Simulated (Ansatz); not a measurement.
# U-wB97M-V/STO-3G run of AlCl2 (SMILES [Cl][Al][Cl])

What is the electronic atomisation energy of AlCl2 at U-wB97M-V/STO-3G? 

The results are computed with Ansatz 0.2.0.

32 further runs of the same task are left out: 4 that didn't finish, 28 set aside as unsound or not needed.

## (1) The structure to begin with

AlCl2 has 3 atoms, charge 0, and is taken as a doublet. SMILES: `[Cl][Al][Cl]`. The shape is that of a PBE0-D4/def2-TZVP optimisation.

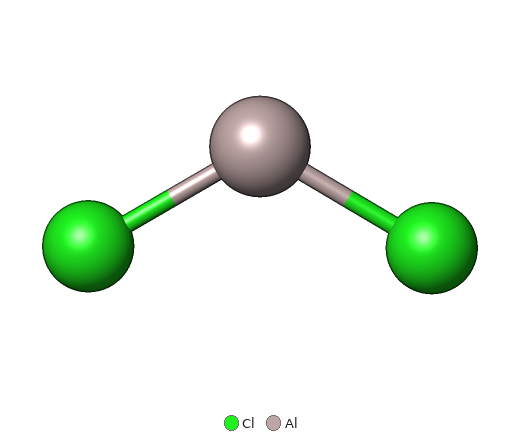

Viewed from a chosen angle; chlorine green, aluminium light grey.

## (2) The energy at U-wB97M-V/STO-3G

Input file molecule.yaml:

```yaml
crystal:
  periodic: [false, false, false]
  atoms:
    - {symbol: Cl, position_ang: [1.374800, 0.868300, 0.838700]}
    - {symbol: Al, position_ang: [-0.432100, 0.520700, -0.177200]}
    - {symbol: Cl, position_ang: [-0.953600, -1.453800, -0.674700]}
basis:
  gaussian:
    orbitals: STO-3G
magnetization:
  spin_polarized: true
  initial_magnetization: 1
hamiltonian:
  xc: {name: wB97M-V}
accuracy: high
```

Command:

```sh
$ ansatz run molecule.yaml --threads 1 --pin off --max-ram 2610MiB --events-out events.jsonl --progress --plain --runs-dir runs
```

Output:

```text
Warning: RAYON_NUM_THREADS=1 ignored (pool sized by the plan → 1); use --threads N
Functional definition: wB97M-V
  name "wB97M-V"
  parameter omega = 0.3/bohr
  parameter cx = 0.15
  parameter cx01 = 1.007
  parameter cx10 = 0.259
  parameter css00 = 0.443
  parameter css04 = -1.437
  parameter css10 = -4.535
  parameter css20 = -3.390
  parameter css43 = 4.278
  parameter cos00 = 1.000
  parameter cos10 = 1.358
  parameter cos20 = 2.924
  parameter cos21 = -8.812
  parameter cos60 = -1.390
  parameter cos61 = 9.142
  parameter b = 6.0
  parameter c = 0.01
  gx(w, u) = 1 - cx + cx01*u + cx10*w
  gss(w, u) = css00 + css04*u^4 + css10*w + css20*w^2 + css43*w^4*u^3
  gos(w, u) = cos00 + cos10*w + (cos20 + cos21*u)*w^2 + (cos60 + cos61*u)*w^6
  exchange = spin_sum(e_x_unif_sr(omega)*gx(b97_w, b97_u_x)) + cx*exact_x_sr(omega) + exact_x_lr(omega)
  correlation = spin_sum(e_c_pw_mod_same_spin*gss(b97_w, b97_u_same))
      + integral(e_c_pw_mod_opposite_spin*gos(b97_w_opposite, b97_u_opposite)) + vv10(b, c)
479 factors; integrals over basis functions are off by at most 1.3e-8 eV
154 factors; integrals over basis functions are off by at most 1.1e-9 eV
mean field evaluation 1: about -31293.7474 eV, gradient 1.4e1 eV
mean field evaluation 2: about -31295.9286 eV, gradient 5.5e0 eV
mean field evaluation 4: about -31296.1723 eV, gradient 1.7e-1 eV
mean field evaluation 8: about -31296.1733 eV, gradient 8.2e-3 eV
mean field evaluation 16: about -31296.1733 eV, gradient 1.8e-7 eV
mean field -31296.17333854 eV, -1150.1131568832 hartree, gradient 3.3e-8 eV, S^2 0.751428; 0 other end points of the search recorded, 0 dependent functions left out
reference -31296.17334056 eV, -1150.1131569575 hartree; 24, 23 occupied and 3, 4 virtual orbitals, 479 factors
Total energy: -31296.17334056 eV, -1150.1131569575 hartree
```

It took 24 s on 1 thread of Arm Neoverse V2, shared host; peak memory 0.54 GiB.

## (3) The Al atom at the same level

Input file job.yaml:

```yaml
crystal:
  periodic: [false, false, false]
  atoms:
    - {symbol: Al, position_ang: [0.000000, 0.000000, 0.000000]}
basis:
  gaussian:
    orbitals: STO-3G
hamiltonian:
  xc: {name: wB97M-V}
magnetization:
  spin_polarized: true
  initial_magnetization: 1
accuracy: high
```

Command:

```sh
$ ansatz run job.yaml --threads 1 --pin off --max-ram 2610MiB --events-out events.jsonl --progress --plain --runs-dir runs
```

Output, cut to the lines that bear on the results:

```text
Warning: RAYON_NUM_THREADS=1 ignored (pool sized by the plan → 1); use --threads N
[... 2 set-up lines as earlier in the session ...]
[...]
  gx(w, u) = 1 - cx + cx01*u + cx10*w
  gss(w, u) = css00 + css04*u^4 + css10*w + css20*w^2 + css43*w^4*u^3
  gos(w, u) = cos00 + cos10*w + (cos20 + cos21*u)*w^2 + (cos60 + cos61*u)*w^6
[...]
      + integral(e_c_pw_mod_opposite_spin*gos(b97_w_opposite, b97_u_opposite)) + vv10(b, c)
42 factors; integrals over basis functions are off by at most 1.7e-9 eV
29 factors; integrals over basis functions are off by at most 4.1e-10 eV
[...]
mean field -6512.97389984 eV, -239.3473761669 hartree, gradient 8.1e-8 eV, S^2 0.750002; 0 other end points of the search recorded, 0 dependent functions left out
reference -6512.97390164 eV, -239.3473762329 hartree; 7, 6 occupied and 2, 3 virtual orbitals, 42 factors
Total energy: -6512.97390164 eV, -239.3473762329 hartree
```

Wall time 3.3 s (1 thread of Arm Neoverse V2, shared host); peak memory 0.24 GiB.

## (4) The Cl atom, same level

Input file job.yaml:

```yaml
crystal:
  periodic: [false, false, false]
  atoms:
    - {symbol: Cl, position_ang: [0.000000, 0.000000, 0.000000]}
basis:
  gaussian:
    orbitals: STO-3G
hamiltonian:
  xc: {name: wB97M-V}
accuracy: high
magnetization:
  spin_polarized: true
  initial_magnetization: 1
```

Run the same way, it converges to -455.16968 Eh (log not shown).

## (5) Outcome

At U-wB97M-V/STO-3G:

| quantity | value |
| --- | --- |
| molecule: total energy | -1150.11316 Eh |
| molecule: ⟨S²⟩ | 0.751 |
| Al atom: total energy | -239.34738 Eh |
| Al atom: ⟨S²⟩ | 0.750 |
| Cl atom: total energy | -455.16968 Eh |
| Cl atom: ⟨S²⟩ | 0.750 |
| electronic atomisation energy | 11.603 eV |

**Reading.** Taking the molecule apart into free atoms costs 11.60 eV (268 kcal/mol), before zero-point energy and without spin-orbit coupling. In a minimal basis such a difference can be off by several eV, whatever the method.
